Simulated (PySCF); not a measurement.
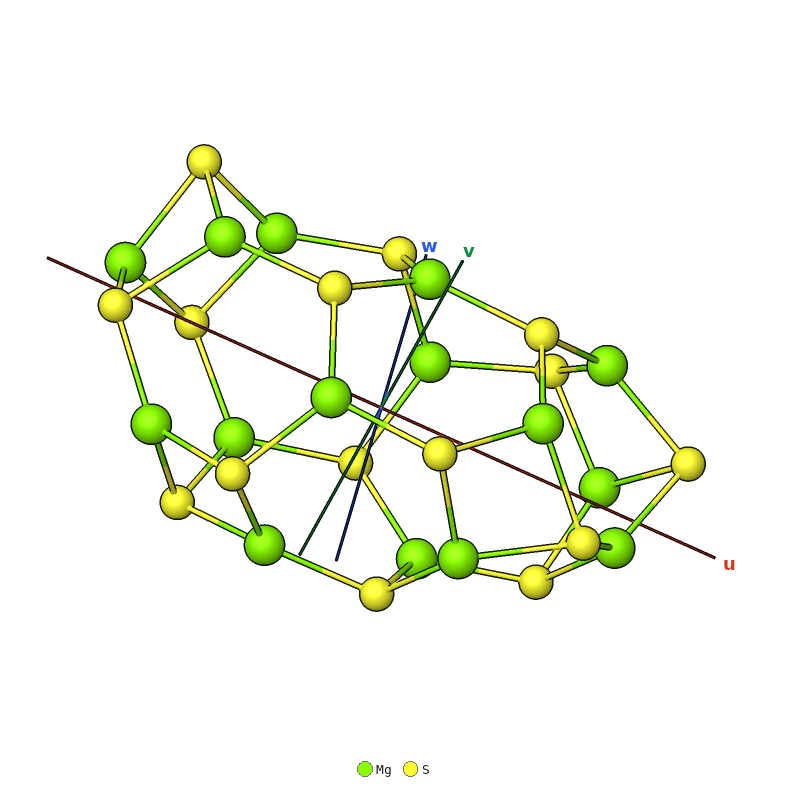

The lines u, v and w are the principal axes of the static dipole polarisability. The computed structure is the end point of a GFN1-xTB optimisation. No frequency run is at hand to confirm it as a minimum. Level of theory: PBE0/6-31G* (PySCF 2.14.0).

Question: Along which axis is the molecule most polarisable, and along which least?

Answer: Most along u, least along v.

Question: Give the three principal values.

Answer: u 638.0, v 484.1, w 530.6 bohr³; mean 550.9, anisotropy 136.7 bohr³.

The geometry is semi-empirical. Around Mg such bond lengths and angles can be off by a tenth of an ångström or more and by several degrees, and values that hang on the shape move with them.
